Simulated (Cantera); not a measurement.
A closed system holds: 1 mol CH2F2, 0.051 mol H2, held at 1.50 Torr.

Cantera equilibrium calculation (NASA polynomials, part measured and part estimated; ideal gas, pure solids and liquids). Candidate condensed phases: C, C6H6, C7H8, C8H18; 95 gas species. Equilibrium is a limit: real reactors are often held back by kinetics, nucleation or transport.

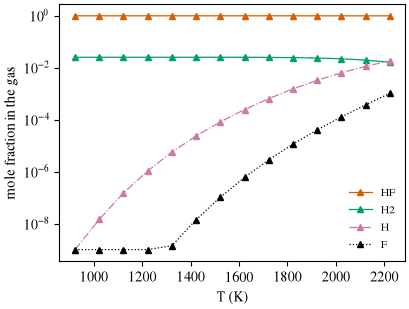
*Equilibrium gas composition (values under 1e-9 drawn at 1e-9)*

From 923 K to 2223 K the condensed part is C(graphite). The main C-bearing gas is CH4 at 923 K and C2H2 (acetylene) at 2223 K.
